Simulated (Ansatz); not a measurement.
```xyz
8

B    -0.2650    0.3018   -0.1803
N     1.1169    0.5770   -0.1558
N    -0.8606   -0.8689    0.3302
H    -0.3538   -1.6186    0.7608
F    -1.0774    1.2270   -0.7332
H     1.4842    1.4298   -0.5355
H     1.8083   -0.0378    0.2292
H    -1.8527   -1.0102    0.2846
```

The reactant side of a reaction path; geometry: PBE0-D4/def2-TZVP.

The calculation used RKS PBE0-D4/def2-TZVPP (Ansatz 0.2.0).

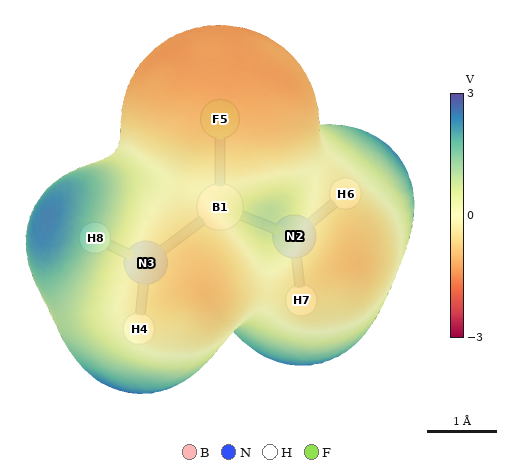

BFH₄N₂. The molecular electrostatic potential painted on the density surface at 0.004 e/bohr³, seen at a tilt; the colour scale runs from red (negative) to blue (positive).

Describe the electrostatic potential map.

The most negative region (about −1.3 V) lies over F5, the most positive (about +2.6 V) over H4 and H7.
